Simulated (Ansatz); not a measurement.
# One shape, several levels: quartet AlNH2Cl

Aim: a comparison of 6 runs (U-r2SCAN0/aug-cc-pVDZ, U-revPBE/aug-cc-pVDZ, U-wB97M-V/aug-cc-pVDZ, U-wB97X/aug-cc-pVDZ, UB2PLYP/aug-cc-pVDZ, UPBE-QIDH/aug-cc-pVDZ) of quartet AlNH2Cl. 

Program for the calculation: Ansatz 0.2.0.

71 further runs of the same task are left out: 71 set aside as unsound or not needed.

## 1. The system as given

AlNH2Cl has 5 atoms, charge 0, and is taken as a quartet. As SMILES of the parent species, `[NH2][Al][Cl]`. The coordinates come from a PBE0-D4/def2-TZVP relaxation. This is one conformer, not always the lowest. That shape belongs to the parent species and isn't relaxed for this state.

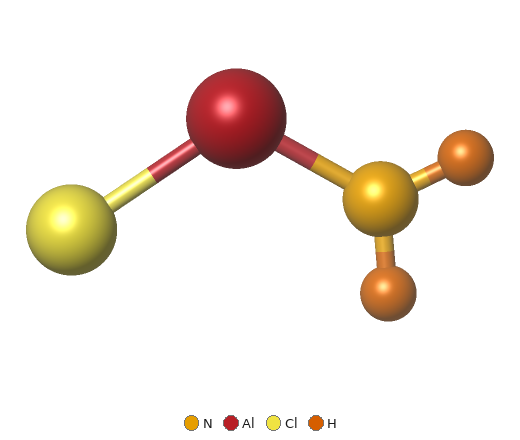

The structure, seen from a chosen angle (nitrogen amber, aluminium red, chlorine yellow, hydrogen orange).

## 2. A single-point energy at U-r2SCAN0/aug-cc-pVDZ (run 1)

File molecule.yaml:

```yaml
crystal:
  periodic: [false, false, false]
  atoms:
    - {symbol: N, position_ang: [-0.549400, 0.461700, -0.232000]}
    - {symbol: Al, position_ang: [0.402600, -0.291600, 1.049100]}
    - {symbol: Cl, position_ang: [1.907000, -1.649700, 0.440800]}
    - {symbol: H, position_ang: [-1.293600, 1.123300, -0.083500]}
    - {symbol: H, position_ang: [-0.416600, 0.282700, -1.215900]}
basis:
  gaussian: {orbitals: aug-cc-pVDZ}
magnetization: {spin_polarized: true, initial_magnetization: 3}
hamiltonian: {xc: {name: r2SCAN0}}
accuracy: high
output: {orbitals: {seedname: orbitals}}
```

On the command line:

```
ansatz run molecule.yaml --threads 1 --pin off --max-ram 3480MiB --events-out events.jsonl --progress --plain --runs-dir runs
```

Output:

```text
Warning: RAYON_NUM_THREADS=1 ignored (pool sized by the plan → 1); use --threads N
Functional definition: r2SCAN0
  name "r2SCAN0"
  parameter a = 0.25
  parameter k0 = 0.174
  parameter k1 = 0.065
  parameter a1 = 4.9479
  exchange = (1 - a)*r2scan_x(k0 = k0, k1 = k1, a1 = a1) + a*exact_x
  correlation = r2scan_c
1868 factors; integrals over basis functions are off by at most 3.7e-9 eV
mean field evaluation 1: about -20625.0236 eV, gradient 4.6e1 eV
mean field evaluation 2: about -20575.8992 eV, gradient 8.8e1 eV
mean field evaluation 4: about -20632.5926 eV, gradient 2.4e1 eV
mean field evaluation 8: about -20636.5656 eV, gradient 1.4e0 eV
mean field evaluation 16: about -20636.6663 eV, gradient 4.2e-3 eV
mean field evaluation 32: about -20636.6663 eV, gradient 3.9e-8 eV
mean field -20636.66632887 eV, -758.3834995512 hartree, gradient 3.9e-8 eV, S^2 3.756750; 2 other end points of the search recorded, 0 dependent functions left out
reference -20636.66635590 eV, -758.3835005445 hartree; 21, 18 occupied and 74, 77 virtual orbitals, 1868 factors
Total energy: -20636.66635590 eV, -758.3835005445 hartree
```

Run time: 59 s. Hardware: 1 thread of Arm Neoverse N1, shared host; peak memory 0.56 GiB.

## 3. The energy at U-revPBE/aug-cc-pVDZ (run 2)

File input.yaml:

```yaml
basis:
  gaussian:
    orbitals: aug-cc-pVDZ
crystal:
  periodic: [false, false, false]
  atoms:
    - {symbol: "N", position_ang: [-0.549400, 0.461700, -0.232000]}
    - {symbol: Al, position_ang: [0.402600, -0.291600, 1.049100]}
    - {symbol: Cl, position_ang: [1.907000, -1.649700, 0.440800]}
    - {symbol: H, position_ang: [-1.293600, 1.123300, -0.083500]}
    - {symbol: H, position_ang: [-0.416600, 0.282700, -1.215900]}
magnetization:
  spin_polarized: true
  initial_magnetization: 3
hamiltonian:
  xc: {name: revPBE}
accuracy: high
output: {orbitals: {seedname: orbitals}}
```

On the command line:

```
ansatz run input.yaml --threads 1 --pin off --max-ram 3480MiB --events-out events.jsonl --progress --plain --runs-dir runs
```

Output:

```text
Warning: RAYON_NUM_THREADS=1 ignored (pool sized by the plan → 1); use --threads N
Functional definition: revPBE
  name "revPBE"
  parameter kappa = 1.245
  parameter beta = 0.06672455060314922
  exchange = pbe_x(kappa = kappa, mu = beta*pi^2/3)
  correlation = pbe_c(beta = beta)
1868 factors; integrals over basis functions are off by at most 3.7e-9 eV
mean field evaluation 1: about -20619.3058 eV, gradient 5.6e1 eV
mean field evaluation 2: about -20512.7593 eV, gradient 1.1e2 eV
mean field evaluation 4: about -20628.4340 eV, gradient 2.9e1 eV
mean field evaluation 8: about -20635.0507 eV, gradient 1.4e0 eV
mean field evaluation 16: about -20635.0677 eV, gradient 2.1e-2 eV
mean field evaluation 32: about -20632.4143 eV, gradient 1.6e1 eV
mean field evaluation 64: about -20632.9720 eV, gradient 3.8e0 eV
mean field evaluation 96: about -20634.9756 eV, gradient 2.8e0 eV
mean field -20635.06769856 eV, -758.3247509709 hartree, gradient 5.9e-8 eV, S^2 3.753605; 8 other end points of the search recorded, 0 dependent functions left out
reference -20635.06770628 eV, -758.3247512544 hartree; 21, 18 occupied and 74, 77 virtual orbitals, 1868 factors
Total energy: -20635.06770628 eV, -758.3247512544 hartree
```

Wall time 37 s (1 thread of Arm Neoverse N1, shared host); peak memory 0.33 GiB.

Runs 3 to 5 aren't shown in full; the table further down has their settings and results.

## 4. The energy at UPBE-QIDH/aug-cc-pVDZ (run 6)

File job.yaml:

```yaml
crystal:
  periodic: [false, false, false]
  atoms:
    - {symbol: N, position_ang: [-0.549400, 0.461700, -0.232000]}
    - {symbol: Al, position_ang: [0.402600, -0.291600, 1.049100]}
    - {symbol: Cl, position_ang: [1.907000, -1.649700, 0.440800]}
    - {symbol: H, position_ang: [-1.293600, 1.123300, -0.083500]}
    - {symbol: H, position_ang: [-0.416600, 0.282700, -1.215900]}
basis:
  gaussian:
    orbitals: aug-cc-pVDZ
magnetization:
  spin_polarized: true
  initial_magnetization: 3
hamiltonian:
  xc: {name: PBE-QIDH}
correlation:
  frozen_orbitals: {Al: 5, Cl: 5, H: 0, "N": 1}
accuracy: high
output:
  orbitals: {seedname: orbitals}
```

On the command line:

```
ansatz run job.yaml --threads 1 --pin off --max-ram 3480MiB --events-out events.jsonl --progress --plain --runs-dir runs
```

Output:

```text
Warning: RAYON_NUM_THREADS=1 ignored (pool sized by the plan → 1); use --threads N
Functional definition: PBE-QIDH
  name "PBE-QIDH"
  parameter a = 3^(-1/3)
  parameter c = 1/3
  exchange = (1 - a)*pbe_x + a*exact_x
  correlation = (1 - c)*pbe_c + c*(mp2_os + mp2_ss)
1868 factors; integrals over basis functions are off by at most 3.7e-9 eV
mean field evaluation 1: about -20608.9843 eV, gradient 3.9e1 eV
mean field evaluation 2: about -20609.0100 eV, gradient 3.9e1 eV
mean field evaluation 4: about -20618.3742 eV, gradient 6.1e0 eV
mean field evaluation 8: about -20620.2011 eV, gradient 8.7e-1 eV
mean field evaluation 16: about -20620.4570 eV, gradient 1.7e0 eV
mean field evaluation 32: about -20621.1420 eV, gradient 1.4e0 eV
mean field evaluation 64: about -20614.4738 eV, gradient 3.2e0 eV
mean field -20621.24514451 eV, -757.8167814787 hartree, gradient 1.8e-8 eV, S^2 3.757011; 4 other end points of the search recorded, 0 dependent functions left out
11 core orbitals not correlated: weight in the atoms' cores, before any rotation towards them, 1.000 or more for the frozen orbitals, at most 0.000 for the correlated occupied ones
reference -20621.24514688 eV, -757.8167815657 hartree; 10, 7 occupied and 74, 77 virtual orbitals, 1868 factors
second order -10.01513929 eV of doubles, -0.00000000 eV of singles
Total energy: -20624.58352664 eV, -757.9394647592 hartree
```

It took 49 s on 1 thread of Arm Neoverse N1, shared host; peak memory 0.58 GiB.

## 5. The series

| run | level | frozen core orbitals | energy (Eh) | HOMO energy (eV) | ⟨S²⟩ | wall time |
| --- | --- | --- | --- | --- | --- | --- |
| 1 | U-r2SCAN0/aug-cc-pVDZ | – | -758.383501 | -3.15 | 3.757 | 59 s |
| 2 | U-revPBE/aug-cc-pVDZ | – | -758.324751 | -2.16 | 3.754 | 37 s |
| 3 | U-wB97M-V/aug-cc-pVDZ | – | -758.399115 | -4.38 | 3.753 | 4 min |
| 4 | U-wB97X/aug-cc-pVDZ | – | -758.434675 | -4.85 | 3.754 | 99 s |
| 5 | UB2PLYP/aug-cc-pVDZ | 11 | -758.154955 | -3.68 | 3.756 | 40 s |
| 6 | UPBE-QIDH/aug-cc-pVDZ | 11 | -757.939465 | -4.42 | 3.757 | 49 s |

## 6. Results

| quantity | value |
| --- | --- |
| run 6: total energy | -757.93946 Eh |
| run 6: HOMO energy (SCF part's orbitals) (highest over α and β) | -4.42 eV |
| run 6: LUMO energy (SCF part's orbitals) (lowest over α and β) | -3.54 eV |
| run 6: ⟨S²⟩ | 3.757 |

In words: Totals of different functionals can't be ranked against each other. All runs together took 8.8 min, the longest 4 min.
